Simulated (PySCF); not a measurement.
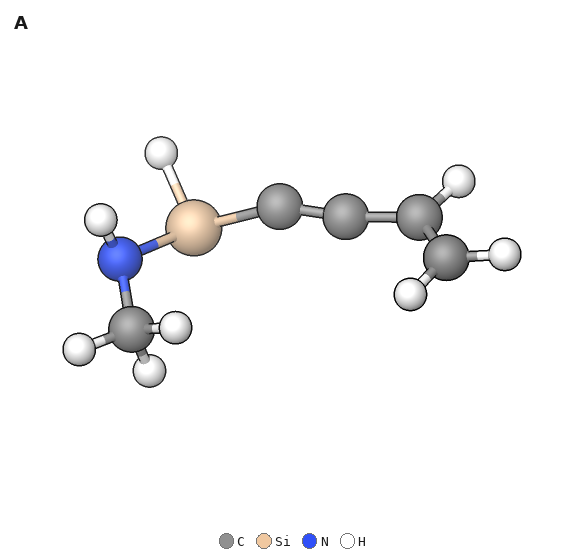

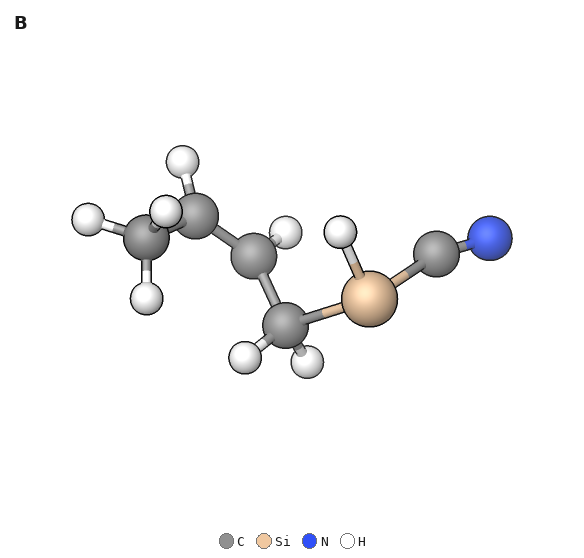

2 stationary structures of one formula. State: charge −1, singlet. Geometries: GFN2-xTB. Electronic energies: PBE0/pcSseg-1 (PySCF 2.14.0), without zero-point energy. No frequency run is at hand to confirm each as a minimum. Each is one conformer, not always the lowest.

How are they related?

They are constitutional isomers of C5H8NSi(-): A `C=CC#C[SiH-]NC`, B `C/C=C\C[SiH-]C#N`.

Which structure is the most stable?

B is lowest; A lies 40.4 kcal/mol above it.

The geometry is semi-empirical. Around Si such bond lengths and angles can be off by a tenth of an ångström or more and by several degrees, and values that hang on the shape move with them.
